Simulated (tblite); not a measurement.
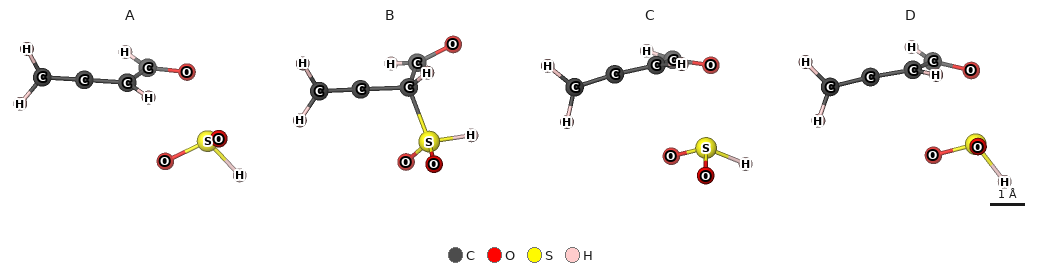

4 geometries from one relaxation of C₄H₅O₃S (multiplicity 2), in shuffled order. A ball-and-stick model, seen at a tilt.

Method: GFN2-xTB geometry optimisation, gas phase in tblite 0.8.0. 

### Order the frames from highest to lowest energy.

B, C, D, A. They are steps 0, 58, 82, 140, at +25.0 kcal/mol, +6.62 kcal/mol, +2.72 kcal/mol relative to the last. Over 140 geometry steps the energy falls by 25.0 kcal/mol. The largest moves after the best rigid fit, 1.60 Å, are those of O and H atoms. Largest moves by element: O 1.60 Å, H 1.59 Å, S 1.27 Å, C 0.70 Å. Some distances before and after: C–S 2.673 → 4.332 Å, C–S 1.770 → 3.168 Å, O–S 3.258 → 2.227 Å, C–S 2.608 → 2.870 Å. Bonds break, among them: C–S (1.77 → 3.17 Å). Bond angles that change, for instance: C–C–C 111.5° → 122.3°, C–C–H 111.1° → 120.7°, C–C–H 110.2° → 117.0°. Cost: 0.75 s on 1 thread of Arm Neoverse V2, on a shared host.
